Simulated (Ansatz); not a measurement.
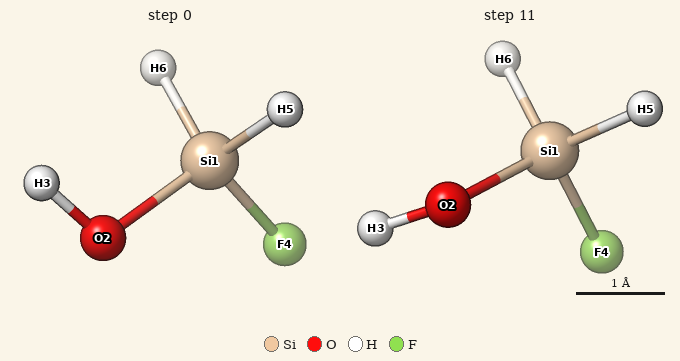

The structure of SiH$_{3}$OF before (left) and after (right) a relaxation, at one scale.

A ball-and-stick model, seen at a tilt.

The run prepares the start of a later molecular dynamics calculation, from a guessed geometry.

Theory: RKS PBE0-D4/def2-SVP in Ansatz. (no spin polarisation; force threshold 0.02 eV/Å; at most 40 steps)

> Summarise the run.

H3 moves most after the best rigid fit: 0.67 Å. By element the largest moves are H 0.67 Å, O 0.51 Å, F 0.28 Å, Si 0.14 Å. Among the contacts that change: O2–H3 1.010 → 0.961 Å, Si1–O2 1.680 → 1.647 Å, Si1–F4 1.590 → 1.622 Å, Si1–H6 1.459 → 1.489 Å. Bond angles that change, for instance: Si1–O2–H3 109.5° → 118.2°, H5–Si1–H6 109.5° → 113.5°, F4–Si1–H6 109.5° → 105.9°. Groups turn about Si1–O2 by about 95°. After 10 accepted moves (11 points after the start) the energy has fallen by 22.5 kJ/mol. Largest force component: 2 eV/Å at the start, 0.0022 eV/Å at the end. The line search rejected the trial step at point 9 of the run.
